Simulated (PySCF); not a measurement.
SMILES Nc1ccccc1 (C₆H₇N), singlet at its GFN2-xTB optimised geometry (Å):

```
14

N     -1.4143    -1.8530     0.0745
C     -0.7114    -0.6659     0.0000
C     -1.3823     0.5572    -0.0038
C     -0.6749     1.7430    -0.0038
C      0.7101     1.7352    -0.0026
C      1.3831     0.5247     0.0000
C      0.6836    -0.6659     0.0000
H     -0.9203    -2.6818    -0.2142
H     -2.3778    -1.8190    -0.2168
H     -2.4635     0.5667    -0.0052
H     -1.2099     2.6818    -0.0080
H      1.2600     2.6641    -0.0051
H      2.4635     0.5071    -0.0014
H      1.2120    -1.6092     0.0014
```

Calculation: B3LYP/def2-TZVP in PySCF 2.14.0. Cells within 0.4 Å of a nucleus heavier than hydrogen are left out (blank, or x).

Map of the HOMO amplitude (bohr^(-3/2)) on the plane z = 0.0 Å; orbital energy -5.66 eV, overall sign arbitrary:

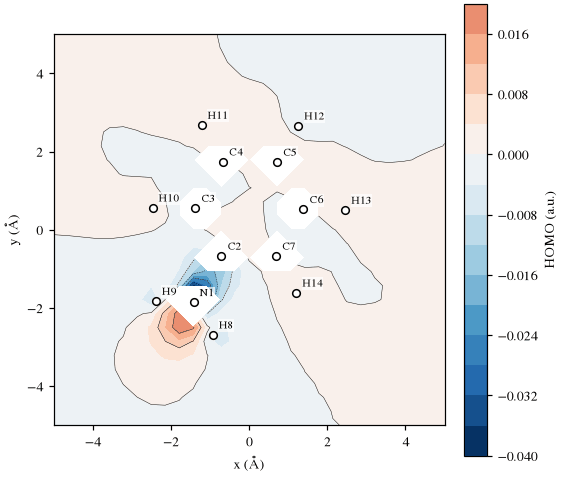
Figure: HOMO amplitude (bohr^(-3/2)) on the plane z = 0.0 Å.
